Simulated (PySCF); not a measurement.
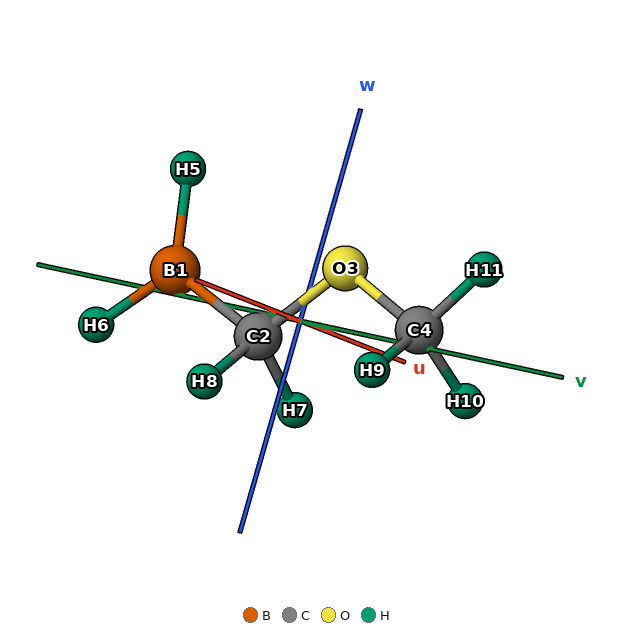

The lines u, v and w are the principal axes of the static dipole polarisability. The geometry was computed by an optimisation with PBE0-D3(BJ)/def2-SVP. No frequency run is at hand to confirm it as a minimum. Level of theory: PBE0/def2-TZVP (PySCF 2.14.0).

Question. Along which axis is the molecule most polarisable, and along which least?

Answer. Most along v (close to the long direction B1···C4), least along u.

Question. Give the three principal values.

Answer. u 37.5, v 55.2, w 43.3 bohr³; mean 45.3, anisotropy 15.6 bohr³.
